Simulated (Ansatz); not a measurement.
# Hf (hcp, Mg type), scan of one atom of the cell

Hf (hcp, Mg type)

```xyz
2
Lattice="3.2041 0.0000 0.0000 -1.6021 2.7749 0.0000 0.0000 0.0000 5.0689" Properties=species:S:1:pos:R:3 pbc="T T T"
Hf     0.0000     1.8499     3.8017
Hf     1.6021     0.9250     1.2672
```

In this cell atom 1 (Hf, nearest neighbour Hf at 3.138 Å; its periodic images, 3.2 Å or more away, move with it) is moved by s along Cartesian [111], unit vector (0.577, 0.577, 0.577); all other atoms and the cell stay fixed.

All values below come from PBE (plane waves to 420 eV, PAW, scalar-relativistic; Ansatz, a first-principles code). k mesh 13×13×8 (Γ-centred), Fermi-Dirac smearing 0.05 eV. E stands for the smeared free energy. Stress and pressure are positive under compression. Left out: 1 of 11 points, with atoms too close for the PAW data. With partly filled bands, energies and forces of such displacements shift with the k mesh and the smearing. Hf is run without spin polarisation. Hf was relaxed with its symmetry unable to fall. Spin-orbit coupling is left out, though Hf is heavy. The PAW data are Ansatz's earlier set. The zero of ΔE is the undisplaced structure.

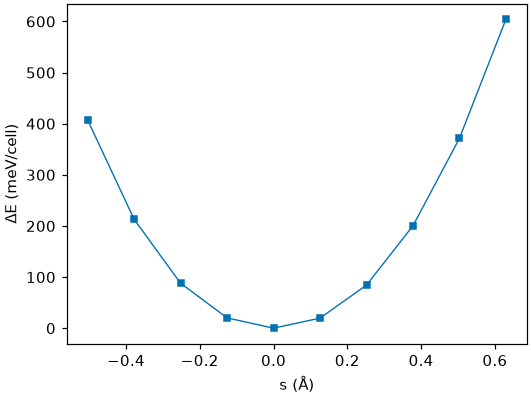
ΔE (meV/cell) against s (Å); computed points joined by lines.

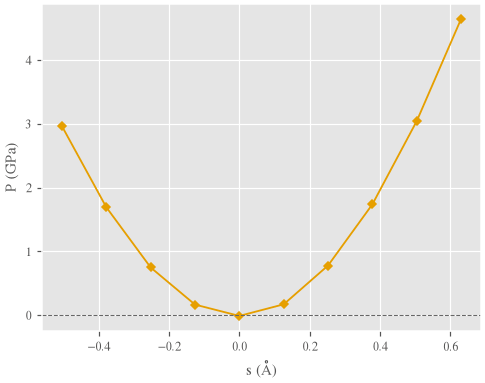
*P (GPa) against s (Å); computed points joined by lines.*

The force along the line at s = -0.504 Å is 1.85 eV/Å and the force constant k = d²E/ds² at s = 0 (finite differences) comes out as 2.53 eV/Å². The energy at s = 0.630 Å comes out as 605 meV/cell. Symmetry of the curve: not even: the negative side lies higher at ±0.504 Å. Shape of the curve: a single well with its minimum at or next to zero displacement.

With its periodic images moving along, the atom's site symmetry in this cell is -6m2.

(For displaced atoms, the force is minus the slope of the energy, and its curvature is a force constant, which sets phonon frequencies.)
